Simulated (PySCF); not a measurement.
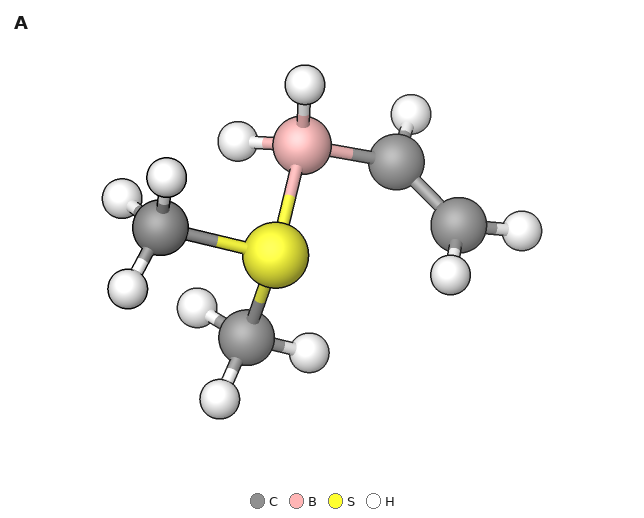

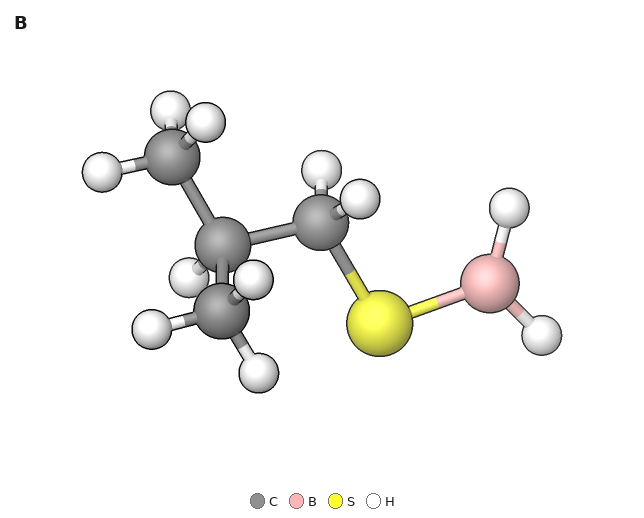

2 stationary structures of one formula. Geometries: GFN2-xTB. Electronic energies: PBE0/pcSseg-1 (PySCF 2.14.0), without zero-point energy. No frequency run is at hand to confirm each as a minimum. Each is one conformer, not always the lowest.

How are they related?

They are constitutional isomers of C4H11BS: A `C=C[BH2-][S+](C)C`, B `BSCC(C)C`.

Which structure is the most stable?

B is lowest; A lies 33.6 kcal/mol above it.

The geometry is semi-empirical. Around B such bond lengths and angles can be off by a tenth of an ångström or more and by several degrees, and values that hang on the shape move with them.
